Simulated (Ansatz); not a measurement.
**One shape, several levels: AlH3Cl− (SMILES [H][Al-]([H])([H])[Cl])**

We compute a comparison of 6 runs (HSE06/STO-3G, PBE0/STO-3G, UPBE0/STO-3G, wB97M-V/STO-3G, CCSD/STO-3G, FCI/STO-3G) of AlH3Cl−. 

Program for the calculation: Ansatz 0.2.0.

1 further run of the same task is left out (it didn't finish).

### 1 The system as given

AlH3Cl−: 5 atoms, total charge -1, spin state singlet. As SMILES, `[H][Al-]([H])([H])[Cl]`. The H4–Al1 distance was set to 3.216 Å, away from the relaxed value. At this shape a bond of the SMILES string is far longer than usual.

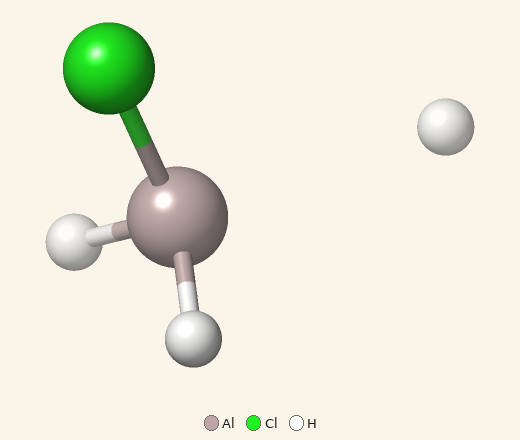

Viewed from a chosen angle; aluminium light grey, chlorine green, hydrogen white.

### 2 The energy at HSE06/STO-3G (run 1)

Contents of in.yaml:

```yaml
basis:
  gaussian:
    orbitals: STO-3G
crystal:
  periodic: [false, false, false]
  atoms:
    - symbol: Al
      position_ang: [0.770479, -1.333531, 0.322013]
    - symbol: Cl
      position_ang: [0.786779, -1.352311, 2.418033]
    - symbol: H
      position_ang: [2.305029, -1.322271, -0.160767]
    - symbol: H
      position_ang: [-0.775390, 1.334390, -0.590440]
    - symbol: H
      position_ang: [0.004819, -2.662081, -0.163937]
accuracy: high
hamiltonian:
  xc: hse06
total_charge: -1
```

Started as:

```console
ansatz run in.yaml --threads 1 --pin off --max-ram 2610MiB --events-out events.jsonl --progress --plain --runs-dir runs
```

Log:

```text
Warning: RAYON_NUM_THREADS=1 ignored (pool sized by the plan → 1); use --threads N
Functional definition: HSE06
  name "HSE06"
  parameter a = 0.25
  parameter omega = 0.11/bohr
  exchange = pbe_x - a*pbe_x_sr(omega) + a*exact_x_sr(omega)
  correlation = pbe_c
361 factors; integrals over basis functions are off by at most 1.3e-8 eV
64 factors; integrals over basis functions are off by at most 1.2e-9 eV
mean field evaluation 1: about -18934.5521 eV, gradient 2.5e1 eV
mean field evaluation 2: about -18917.0665 eV, gradient 3.2e1 eV
mean field evaluation 4: about -18939.3594 eV, gradient 1.3e0 eV
mean field evaluation 8: about -18939.3591 eV, gradient 1.3e0 eV
mean field -18939.33982636 eV, -696.0079010729 hartree, gradient 1.2e-8 eV, S^2 0.000000; 0 other end points of the search recorded, 0 dependent functions left out
reference -18939.33982839 eV, -696.0079011476 hartree; 17, 17 occupied and 4, 4 virtual orbitals, 361 factors
Total energy: -18939.33982839 eV, -696.0079011476 hartree
```

Wall time 1.1 s (1 thread of Intel Xeon 6975P-C (Granite Rapids), shared host); peak memory 0.11 GiB.

### 3 The energy at PBE0/STO-3G (run 2)

Contents of job.yaml:

```yaml
crystal:
  periodic: [false, false, false]
  atoms:
    - {symbol: Al, position_ang: [0.770479, -1.333531, 0.322013]}
    - {symbol: Cl, position_ang: [0.786779, -1.352311, 2.418033]}
    - {symbol: H, position_ang: [2.305029, -1.322271, -0.160767]}
    - {symbol: H, position_ang: [-0.775390, 1.334390, -0.590440]}
    - {symbol: H, position_ang: [0.004819, -2.662081, -0.163937]}
basis:
  gaussian:
    orbitals: STO-3G
accuracy: high
hamiltonian:
  xc: {name: PBE0}
total_charge: -1
```

Started as:

```console
ansatz run job.yaml --threads 1 --pin off --max-ram 2610MiB --events-out events.jsonl --progress --plain --runs-dir runs
```

Log:

```text
Warning: RAYON_NUM_THREADS=1 ignored (pool sized by the plan → 1); use --threads N
Functional definition: PBE0
  name "PBE0"
  parameter a = 0.25
  parameter kappa = 0.804
  parameter beta = 0.06672455060314922
  exchange = (1 - a)*pbe_x(kappa = kappa, mu = beta*pi^2/3) + a*exact_x
  correlation = pbe_c(beta = beta)
361 factors; integrals over basis functions are off by at most 1.3e-8 eV
mean field evaluation 1: about -18935.0460 eV, gradient 2.4e1 eV
mean field evaluation 2: about -18918.1349 eV, gradient 3.1e1 eV
mean field evaluation 4: about -18939.5731 eV, gradient 4.5e0 eV
mean field evaluation 8: about -18939.5731 eV, gradient 4.5e0 eV
mean field evaluation 16: about -18939.7000 eV, gradient 2.4e-8 eV
mean field -18939.70004769 eV, -696.0211389627 hartree, gradient 2.4e-8 eV, S^2 0.000000; 0 other end points of the search recorded, 0 dependent functions left out
reference -18939.70004921 eV, -696.0211390187 hartree; 17, 17 occupied and 4, 4 virtual orbitals, 361 factors
Total energy: -18939.70004921 eV, -696.0211390187 hartree
```

It took 0.85 s on 1 thread of Intel Xeon 6975P-C (Granite Rapids), shared host; peak memory 0.11 GiB.

Run 3 isn't shown in full; the table further down has it.

### 4 The energy at wB97M-V/STO-3G (run 4)

Contents of in.yaml:

```yaml
crystal:
  periodic: [false, false, false]
  atoms:
    - {symbol: Al, position_ang: [0.770479, -1.333531, 0.322013]}
    - {symbol: Cl, position_ang: [0.786779, -1.352311, 2.418033]}
    - {symbol: H, position_ang: [2.305029, -1.322271, -0.160767]}
    - {symbol: H, position_ang: [-0.775390, 1.334390, -0.590440]}
    - {symbol: H, position_ang: [0.004819, -2.662081, -0.163937]}
basis:
  gaussian:
    orbitals: STO-3G
accuracy: high
hamiltonian:
  xc: {name: wB97M-V}
total_charge: -1
```

Started as:

```console
ansatz run in.yaml --threads 1 --pin off --max-ram 2610MiB --events-out events.jsonl --progress --plain --runs-dir runs
```

Log:

```text
Warning: RAYON_NUM_THREADS=1 ignored (pool sized by the plan → 1); use --threads N
Functional definition: wB97M-V
  name "wB97M-V"
  parameter omega = 0.3/bohr
  parameter cx = 0.15
  parameter cx01 = 1.007
  parameter cx10 = 0.259
  parameter css00 = 0.443
  parameter css04 = -1.437
  parameter css10 = -4.535
  parameter css20 = -3.390
  parameter css43 = 4.278
  parameter cos00 = 1.000
  parameter cos10 = 1.358
  parameter cos20 = 2.924
  parameter cos21 = -8.812
  parameter cos60 = -1.390
  parameter cos61 = 9.142
  parameter b = 6.0
  parameter c = 0.01
  gx(w, u) = 1 - cx + cx01*u + cx10*w
  gss(w, u) = css00 + css04*u^4 + css10*w + css20*w^2 + css43*w^4*u^3
  gos(w, u) = cos00 + cos10*w + (cos20 + cos21*u)*w^2 + (cos60 + cos61*u)*w^6
  exchange = spin_sum(e_x_unif_sr(omega)*gx(b97_w, b97_u_x)) + cx*exact_x_sr(omega) + exact_x_lr(omega)
  correlation = spin_sum(e_c_pw_mod_same_spin*gss(b97_w, b97_u_same))
      + integral(e_c_pw_mod_opposite_spin*gos(b97_w_opposite, b97_u_opposite)) + vv10(b, c)
361 factors; integrals over basis functions are off by at most 1.3e-8 eV
148 factors; integrals over basis functions are off by at most 1.0e-9 eV
mean field evaluation 1: about -18943.9453 eV, gradient 2.1e1 eV
mean field evaluation 2: about -18933.6534 eV, gradient 3.5e1 eV
mean field evaluation 4: about -18947.8046 eV, gradient 1.6e0 eV
mean field evaluation 8: about -18947.7909 eV, gradient 1.7e-1 eV
mean field evaluation 16: about -18947.7911 eV, gradient 7.5e-7 eV
mean field -18947.79108421 eV, -696.3184790705 hartree, gradient 3.1e-8 eV, S^2 0.000000; 0 other end points of the search recorded, 0 dependent functions left out
reference -18947.79108700 eV, -696.3184791731 hartree; 17, 17 occupied and 4, 4 virtual orbitals, 361 factors
Total energy: -18947.79108700 eV, -696.3184791731 hartree
```

Run time: 6.6 s. Hardware: 1 thread of Intel Xeon 6975P-C (Granite Rapids), shared host; peak memory 0.3 GiB.

Run 5 isn't shown in full; the table further down has it.

### 5 A single-point energy at FCI/STO-3G (run 6)

Contents of molecule.yaml:

```yaml
crystal:
  periodic: [false, false, false]
  atoms:
    - {symbol: Al, position_ang: [0.770479, -1.333531, 0.322013]}
    - {symbol: Cl, position_ang: [0.786779, -1.352311, 2.418033]}
    - {symbol: H, position_ang: [2.305029, -1.322271, -0.160767]}
    - {symbol: H, position_ang: [-0.775390, 1.334390, -0.590440]}
    - {symbol: H, position_ang: [0.004819, -2.662081, -0.163937]}
basis:
  gaussian: {orbitals: STO-3G}
correlation: {method: fci, frozen_orbitals: {Al: 5, Cl: 5, H: 0}}
total_charge: -1
accuracy: high
```

Started as:

```console
ansatz run molecule.yaml --threads 1 --pin off --max-ram 2610MiB --events-out events.jsonl --progress --plain --runs-dir runs
```

Log:

```text
Warning: RAYON_NUM_THREADS=1 ignored (pool sized by the plan → 1); use --threads N
Functional definition: HF
  name "HF"
  exchange = exact_x
  correlation = 0
361 factors; integrals over basis functions are off by at most 1.3e-8 eV
mean field evaluation 1: about -18911.0625 eV, gradient 1.7e1 eV
mean field evaluation 2: about -18911.0696 eV, gradient 1.7e1 eV
mean field evaluation 4: about -18913.2789 eV, gradient 1.1e0 eV
mean field evaluation 8: about -18913.2849 eV, gradient 2.8e-5 eV
mean field -18913.28493709 eV, -695.0504015530 hartree, gradient 7.2e-8 eV, S^2 0.000000; 0 other end points of the search recorded, 0 dependent functions left out; unrestricted orbitals would lower it
mean field evaluation 16: about -18913.3751 eV, gradient 2.0e1 eV
unrestricted determinant -18914.86328381 eV, -695.1084047250 hartree, S^2 0.9122
10 core orbitals not correlated: weight in the atoms' cores, before any rotation towards them, 0.999 or more for the frozen orbitals, at most 0.000 for the correlated occupied ones
reference -18913.28493709 eV, -695.0504015530 hartree; 7, 7 occupied and 4, 4 virtual orbitals, 361 factors
state -18916.14048047 eV, -695.1553408367 hartree
Total energy: -18916.14048047 eV, -695.1553408367 hartree
```

It took 0.66 s on 1 thread of Intel Xeon 6975P-C (Granite Rapids), shared host.

### 6 Overview of the runs

```
run           level  frozen core orbitals  energy (Eh)  wall time
  1    HSE06/STO-3G                     –  -696.007901      1.1 s
  2     PBE0/STO-3G                     –  -696.021139     0.85 s
  3    UPBE0/STO-3G                     –  -696.034905      2.4 s
  4  wB97M-V/STO-3G                     –  -696.318479      6.6 s
  5     CCSD/STO-3G                    10  -695.152417     0.18 s
  6      FCI/STO-3G                    10  -695.155341     0.66 s
```

### 7 Summary of results

| quantity | value |
| --- | --- |
| run 6: total energy | -695.15534 Eh |
| run 6: correlation energy (10 core orbitals frozen) | -104.9 mEh |

In words: Against full CI in this basis: CCSD +2.9 mEh. Totals of different functionals can't be ranked against each other. In run 5 the T1 diagnostic is large, so a single reference may not serve. In run 5 the log says that unrestricted orbitals would lower the reference, so the values rest on an unstable closed-shell determinant (other closed-shell runs at this shape may share the fault). In runs 1, 2, 3, 4, 5, 6 the basis is minimal, so the values are rough. Spin contamination of the reference: run 3 ⟨S²⟩ = 0.53. All runs together took 12 s, the longest 6.6 s.
